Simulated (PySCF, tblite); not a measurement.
# C6H13NOSi: infrared bands, NMR shifts and electronic excitations at several levels of theory, part 2 of 2

tblite 0.8.0 and PySCF 2.14.0. Atoms count from 0. The steps go on from the part before.

**6. TDDFT and polarisability: CAM-B3LYP/def2-SVPD**

What the job is given:

```
{"job": {"kind": "uv", "xc": "CAM-B3LYP", "basis": "def2-SVPD", "ip": true}, "charge": 0, "multiplicity": 1}
C      3.248157    -0.827870     0.349123
N      1.892988    -0.668884     0.789010
C      0.984875    -1.332983     0.208258
C     -0.457500    -1.216229     0.557094
C     -1.145332    -2.586149     0.682968
O     -2.511755    -2.511505     0.975717
C     -3.332577    -2.090672    -0.082245
C     -3.205845    -0.596248    -0.383849
Si    -1.400699    -0.175926    -0.729182
H      3.376004    -1.562485    -0.472329
H      3.644229     0.144424     0.011526
H      3.879509    -1.137343     1.198314
H      1.227798    -2.032626    -0.625055
H     -0.536597    -0.679394     1.517162
H     -0.982059    -3.172922    -0.247323
H     -0.685640    -3.155498     1.506612
H     -3.108731    -2.683014    -0.994863
H     -4.363009    -2.338688     0.216715
H     -3.859625    -0.316596    -1.225849
H     -3.541296    -0.020346     0.495143
H     -1.090589     1.277821    -0.593388
H     -1.015187    -0.631157    -2.104726
```

Method: TDDFT CAM-B3LYP/def2-SVPD, vertical, gas phase, core orbitals frozen in the response.

The log of the run:

```text
coarse grid: 18352 points
cycle   1  E = -655.1796603453  dE =  1.204e+00  |g| = 6.451e-01  |ddm| = 6.796e+00
cycle   2  E = -655.1409796603  dE =  3.868e-02  |g| = 8.280e-01  |ddm| = 2.287e+00
cycle   3  E = -655.2706299133  dE = -1.297e-01  |g| = 8.772e-02  |ddm| = 1.296e+00
cycle   4  E = -655.2719760295  dE = -1.346e-03  |g| = 4.815e-02  |ddm| = 2.035e-01
cycle   5  E = -655.2724772694  dE = -5.012e-04  |g| = 1.221e-02  |ddm| = 8.665e-02
cycle   6  E = -655.2725082577  dE = -3.099e-05  |g| = 4.770e-03  |ddm| = 2.755e-02
cycle   7  E = -655.2725133741  dE = -5.116e-06  |g| = 8.089e-04  |ddm| = 8.812e-03
final grid: 171216 points
cycle   8  E = -655.3842709148  dE = -4.374e-05  |g| = 3.882e-03  |ddm| = 1.070e-01
cycle   9  E = -655.3842710629  dE = -1.481e-07  |g| = 4.084e-03  |ddm| = 1.580e-02
cycle  10  E = -655.3842746026  dE = -3.540e-06  |g| = 4.911e-04  |ddm| = 5.661e-03
cycle  11  E = -655.3842746432  dE = -4.059e-08  |g| = 2.288e-04  |ddm| = 9.817e-04
cycle  12  E = -655.3842746546  dE = -1.141e-08  |g| = 3.875e-05  |ddm| = 4.299e-04
cycle  13  E = -655.3842746550  dE = -3.906e-10  |g| = 1.382e-05  |ddm| = 1.148e-04
converged SCF energy = -655.3842746550

Static polarisability (au): isotropic 111.008, principal 92.089 99.929 141.006

Singlet excitations
state   eV       nm        f      main configurations
  1   5.1170    242.3   0.00175   H->L 0.85
  2   6.6817    185.6   0.34640   H-1->L 0.82
  3   7.2481    171.1   0.01547   H-2->L 0.28, H-1->L+1 0.18, H->L+2 0.13
  4   7.3024    169.8   0.00762   H->L+2 0.44, H-1->L+1 0.20
  5   7.3561    168.5   0.02595   H-2->L 0.51, H->L+2 0.17, H-1->L+1 0.08
  6   7.5296    164.7   0.00522   H-1->L+2 0.75
  7   7.6213    162.7   0.00607   H->L+1 0.31, H-1->L+1 0.20, H-2->L+1 0.16
  8   7.8598    157.7   0.00366   H->L+4 0.27, H-2->L+2 0.18, H->L+3 0.10
  9   7.8997    156.9   0.05006   H->L+4 0.36, H->L+3 0.28, H->L+7 0.11
 10   7.9318    156.3   0.01676   H-1->L+4 0.48, H-1->L+3 0.30

Triplet excitations (Tamm-Dancoff, eV): 4.3395 4.6185 7.0275 7.0952
Vertical ionisation energy (delta-SCF) = 9.2251 eV
```

Run time: 8.2 min. Hardware: 1 thread of Arm Neoverse V2, shared host; peak memory 1.6 GiB.

Frontier orbitals and where they lie:

```tsv
orbital	eV	atoms
HOMO−3	-10.04	O5 20 %, C7 18 %, C6 14 %
HOMO−2	-9.34	O5 27 %, N1 14 %, C7 10 %
HOMO−1	-8.77	O5 19 %, N1 17 %, C3 15 %
HOMO	-8.61	N1 53 %, C2 10 %, C0 10 %
LUMO	0.83	N1 29 %, C2 26 %, H12 7 %
LUMO+1	1.26	Si8 25 %, C7 11 %, C6 9 %
LUMO+2	1.49	C0 20 %, C2 11 %, Si8 10 %
```

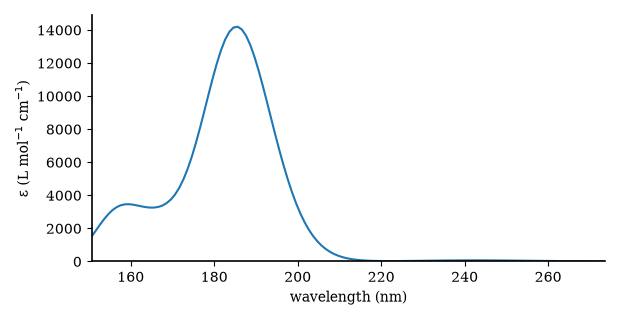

Absorption spectrum: each of the 10 states is a Gaussian band of 0.4 eV half-width at 1/e. Beyond the last state computed it falls off for lack of states.

Ground-state properties from the same run:

```tsv
property	computed
dipole moment (D)	1.98
polarisability (Å³)	16.45
HOMO–LUMO gap (eV)	9.44
−ε(HOMO) (eV)	8.61
```

**7. NMR shieldings: WP04/pcSseg-1**

The job, as its differences from that of step 6:

```diff
@@ -1,2 +1,2 @@
-{"job": {"kind": "uv", "xc": "CAM-B3LYP", "basis": "def2-SVPD", "ip": true}, "charge": 0, "multiplicity": 1}
+{"job": {"kind": "nmr", "xc": "WP04", "basis": "pcSseg-1", "pop": false}, "charge": 0, "multiplicity": 1}
 C      3.248157    -0.827870     0.349123
```

Level: GIAO WP04/pcSseg-1 NMR shielding, non-relativistic, gas phase.

The log of the run:

```text
coarse grid: 18352 points
cycle   1  E = -667.5585036910  dE =  8.866e-01  |g| = 1.031e+00  |ddm| = 4.225e+00
cycle   2  E = -667.1658685116  dE =  3.926e-01  |g| = 1.693e+00  |ddm| = 2.737e+00
cycle   3  E = -667.7571123114  dE = -5.912e-01  |g| = 3.096e-01  |ddm| = 2.123e+00
cycle   4  E = -667.7751936342  dE = -1.808e-02  |g| = 1.278e-01  |ddm| = 2.958e-01
cycle   5  E = -667.7784752346  dE = -3.282e-03  |g| = 4.778e-02  |ddm| = 1.281e-01
cycle   6  E = -667.7789346952  dE = -4.595e-04  |g| = 1.193e-02  |ddm| = 4.694e-02
cycle   7  E = -667.7789640191  dE = -2.932e-05  |g| = 2.636e-03  |ddm| = 1.142e-02
cycle   8  E = -667.7789655961  dE = -1.577e-06  |g| = 5.861e-04  |ddm| = 2.630e-03
final grid: 171216 points
cycle   9  E = -667.8711303372  dE = -6.755e-05  |g| = 1.041e-02  |ddm| = 4.155e-02
cycle  10  E = -667.8711048654  dE =  2.547e-05  |g| = 1.542e-02  |ddm| = 1.886e-02
cycle  11  E = -667.8711537233  dE = -4.886e-05  |g| = 1.889e-03  |ddm| = 1.163e-02
cycle  12  E = -667.8711544120  dE = -6.887e-07  |g| = 3.655e-04  |ddm| = 1.777e-03
cycle  13  E = -667.8711544269  dE = -1.493e-08  |g| = 2.518e-04  |ddm| = 4.745e-04
cycle  14  E = -667.8711544401  dE = -1.320e-08  |g| = 7.619e-05  |ddm| = 2.321e-04
cycle  15  E = -667.8711544413  dE = -1.187e-09  |g| = 1.815e-05  |ddm| = 6.775e-05
cycle  16  E = -667.8711544414  dE = -7.685e-11  |g| = 3.132e-06  |ddm| = 1.925e-05
converged SCF energy = -667.8711544414

GIAO shielding tensors (ppm)
atom      isotropic    diamagn.    paramagn.     s11        s22        s33       span
  0 C      120.531     245.746    -125.214     91.942    105.563    164.088     72.146
  1 N     -110.055     331.159    -441.214   -445.360   -119.202    234.397    679.757
  2 C        5.442     259.989    -254.547    -96.520     27.119     85.726    182.246
  3 C      136.347     257.534    -121.188    113.456    128.636    166.948     53.492
  4 C       99.499     247.858    -148.359     69.468     81.658    147.370     77.902
  5 O      272.613     394.686    -122.073    244.901    269.843    303.095     58.194
  6 C      101.776     243.752    -141.976     73.190     82.923    149.216     76.026
  7 C      160.903     257.801     -96.899    142.451    166.411    173.847     31.397
  8 Si     380.101     886.455    -506.354    355.983    379.721    404.601     48.617
  9 H       29.010      29.268      -0.259     27.093     27.830     32.106      5.014
 10 H       28.156      30.246      -2.090     25.608     26.653     32.207      6.599
 11 H       28.067      26.724       1.342     25.390     26.629     32.181      6.790
 12 H       24.615      35.381     -10.766     22.925     24.373     26.547      3.622
 13 H       29.215      36.563      -7.347     26.525     28.530     32.590      6.065
 14 H       28.324      31.354      -3.030     24.201     28.371     32.401      8.200
 15 H       27.641      28.842      -1.200     23.025     27.945     31.953      8.928
 16 H       28.475      27.833       0.642     24.336     27.981     33.107      8.771
 17 H       27.570      23.564       4.006     22.758     27.014     32.937     10.178
 18 H       31.066      29.551       1.516     27.394     27.993     37.812     10.418
 19 H       30.554      32.490      -1.936     27.462     28.140     36.058      8.596
 20 H       28.108      33.511      -5.403     24.876     26.083     33.364      8.488
 21 H       28.175      33.642      -5.468     25.451     26.627     32.447      6.996
```

Run time: 34 s. Hardware: 1 thread of Arm Neoverse V2, shared host; peak memory 1.1 GiB.

Key values: δ C2 167.0, C4 72.9, C6 70.7, C0 51.9, H12 6.95, H17 3.99 ppm.

**8. Shielding tensors: PBE0/pcSseg-1 in acetonitrile**

The job, as its differences from that of step 7:

```diff
@@ -1,2 +1,2 @@
-{"job": {"kind": "nmr", "xc": "WP04", "basis": "pcSseg-1", "pop": false}, "charge": 0, "multiplicity": 1}
+{"job": {"kind": "nmr", "xc": "PBE0", "basis": "pcSseg-1", "solvent": "acetonitrile", "pop": true}, "charge": 0, "multiplicity": 1}
 C      3.248157    -0.827870     0.349123
```

With the program's defaults for keys left out, this is: GIAO PBE0/pcSseg-1 NMR shielding, non-relativistic, IEF-PCM acetonitrile.

The log of the run:

```text
coarse grid: 18352 points
cycle   1  E = -655.1676592401  dE =  1.023e+00  |g| = 6.085e-01  |ddm| = 4.134e+00
cycle   2  E = -655.1151870740  dE =  5.247e-02  |g| = 8.176e-01  |ddm| = 1.236e+00
cycle   3  E = -655.2417220864  dE = -1.265e-01  |g| = 1.128e-01  |ddm| = 7.835e-01
cycle   4  E = -655.2438545985  dE = -2.133e-03  |g| = 5.172e-02  |ddm| = 1.087e-01
cycle   5  E = -655.2444304845  dE = -5.759e-04  |g| = 1.308e-02  |ddm| = 4.566e-02
cycle   6  E = -655.2444619441  dE = -3.146e-05  |g| = 4.731e-03  |ddm| = 1.441e-02
cycle   7  E = -655.2444664908  dE = -4.547e-06  |g| = 7.211e-04  |ddm| = 3.927e-03
final grid: 171216 points
cycle   8  E = -655.3077866236  dE = -3.613e-05  |g| = 1.204e-02  |ddm| = 3.397e-02
cycle   9  E = -655.3077623719  dE =  2.425e-05  |g| = 1.673e-02  |ddm| = 2.132e-02
cycle  10  E = -655.3078162941  dE = -5.392e-05  |g| = 1.339e-03  |ddm| = 1.237e-02
cycle  11  E = -655.3078166686  dE = -3.745e-07  |g| = 1.904e-04  |ddm| = 1.315e-03
cycle  12  E = -655.3078166751  dE = -6.578e-09  |g| = 7.619e-05  |ddm| = 2.466e-04
cycle  13  E = -655.3078166762  dE = -1.109e-09  |g| = 3.593e-05  |ddm| = 9.574e-05
cycle  14  E = -655.3078166765  dE = -2.631e-10  |g| = 1.065e-05  |ddm| = 3.248e-05
converged SCF energy = -655.3078166765

GIAO shielding tensors (ppm)
atom      isotropic    diamagn.    paramagn.     s11        s22        s33       span
  0 C      134.076     245.327    -111.252    105.116    117.444    179.667     74.551
  1 N      -84.564     329.731    -414.295   -404.626    -99.689    250.622    655.248
  2 C       13.643     257.486    -243.843    -85.092     28.902     97.119    182.211
  3 C      149.258     254.290    -105.032    124.675    139.599    183.502     58.827
  4 C      113.769     245.709    -131.940     83.109     95.477    162.720     79.611
  5 O      296.051     394.161     -98.111    255.642    297.331    335.179     79.537
  6 C      115.958     242.935    -126.978     86.593     96.714    164.565     77.972
  7 C      175.329     255.980     -80.651    154.176    183.082    188.730     34.553
  8 Si     398.072     882.427    -484.355    370.522    399.472    424.223     53.702
  9 H       28.342      28.384      -0.041     26.188     27.050     31.789      5.601
 10 H       27.703      29.002      -1.300     24.775     26.016     32.317      7.541
 11 H       27.613      26.703       0.910     24.558     25.988     32.293      7.735
 12 H       23.830      33.627      -9.797     22.064     23.469     25.957      3.894
 13 H       28.975      34.631      -5.657     26.187     28.144     32.592      6.405
 14 H       27.661      30.228      -2.567     23.297     27.671     32.016      8.720
 15 H       27.078      28.875      -1.797     22.062     27.448     31.724      9.662
 16 H       27.873      27.363       0.510     23.423     27.317     32.879      9.456
 17 H       26.970      25.276       1.694     21.746     26.366     32.797     11.050
 18 H       30.470      29.630       0.840     26.269     27.043     38.099     11.830
 19 H       30.135      31.387      -1.252     26.571     27.542     36.292      9.722
 20 H       27.331      31.273      -3.943     23.953     25.228     32.810      8.857
 21 H       27.261      31.491      -4.230     24.384     25.678     31.721      7.338
```

Run time: 37 s. Hardware: 1 thread of Arm Neoverse V2, shared host; peak memory 1.2 GiB.

In short: δ C2 171.8, C4 71.7, C6 69.5, C0 51.4, H12 7.41, H17 4.27 ppm.

**9. Run by run: NMR shifts**

Shifts (ppm) of some atoms, chosen among heavy atoms and hydrogens apart, with basis size and wall time:

```tsv
run	C2	C3	H20	H21	N1	O5	Si8	functions	time
PBE0/pcSseg-1	166.2	34.2	4.03	3.99	368.7	45.2	-46.6	225	36 s
WP04/pcSseg-1	167.0	36.1	3.46	3.39	357.0	44.9	-41.4	225	34 s
PBE0/pcSseg-1 in acetonitrile	171.8	36.2	3.91	3.98	353.1	47.0	-46.3	225	37 s
```

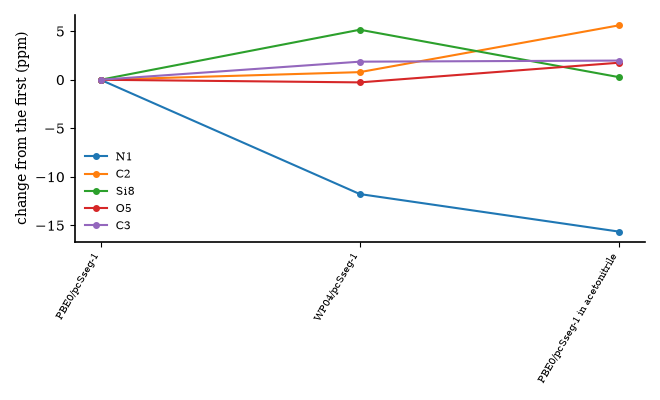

How five of the tabulated atoms move from run to run.

**10. Outcome**

This closing draws on all 2 parts.

```
                                                              quantity                                                                 value
                             strongest single infrared mode (GFN2-xTB)                                                 2293 cm⁻¹, 299 km/mol
                                          zero-point energy (GFN2-xTB)                                                        111.8 kcal/mol
                                                           point group                                                                    C1
                                  rotational constants (main isotopes)                                                  2.95, 0.74, 0.63 GHz
                                13C shifts against TMS (PBE0/pcSseg-1)                                166.2, 71.5, 68.8, 51.3, 34.2, 9.7 ppm
1H shifts against TMS (PBE0/pcSseg-1, means over atoms taken as alike)  7.18, 4.25, 4.17, 4.03, 3.99, 3.31, 3.30, 3.15, 2.41, 1.07, 0.52 ppm
                                15N shifts against NH3 (PBE0/pcSseg-1)                                                             368.7 ppm
                                17O shifts against H2O (PBE0/pcSseg-1)                                                              45.2 ppm
                               29Si shifts against TMS (PBE0/pcSseg-1)                                                             -46.6 ppm
                                  lowest singlet (CAM-B3LYP/def2-SVPD)                                           5.12 eV (242 nm), f = 0.002
                              brightest single state of those computed                                           state 2, 6.68 eV, f = 0.346
                                                        lowest triplet                                                               4.34 eV
                                     vertical ionisation energy (ΔSCF)                                                               9.23 eV
                                              range of the shift of N1                                                    353.1 to 368.7 ppm
```

Single values in the summary come from the first run of each kind that ended normally (PBE0/pcSseg-1; CAM-B3LYP/def2-SVPD), which need not be the best level. Relaxing lowered the energy by 1.026 eV in 186 steps; the close pair that moved most is C3–Si8, from 1.820 to 1.918 Å (GFN2-xTB). All 60 modes are real, so the xTB geometry is a minimum. The strongest single mode, at 2293 cm⁻¹, moves mainly H20. Unscaled tight-binding wavenumbers are off by several per cent, some by more. Its intensities can rank the bands wrongly. Relaxing lowered the energy by 0.215 eV in 5 steps; the close pair that moved most is C2–C3, from 1.425 to 1.489 Å (PBE0/def2-SVP). At PBE0/pcSseg-1: The widest tensor belongs to N1: span 701 ppm, with a paramagnetic part of -431 ppm. The first singlet state (HOMO→LUMO 0.85) lies at 5.12 eV and is weak; of the 10 states computed, the strongest absorption comes from state 2 at 6.68 eV. The lowest triplet lies 0.78 eV below the lowest singlet (triplets in Tamm-Dancoff, singlets in full TDDFT). The orbital energy would give 8.61 eV for ionisation, ΔSCF gives 9.23 eV. Across the 3 runs the shift of N1 moves most, between 353.1 (PBE0/pcSseg-1 in acetonitrile) and 368.7 ppm (PBE0/pcSseg-1).
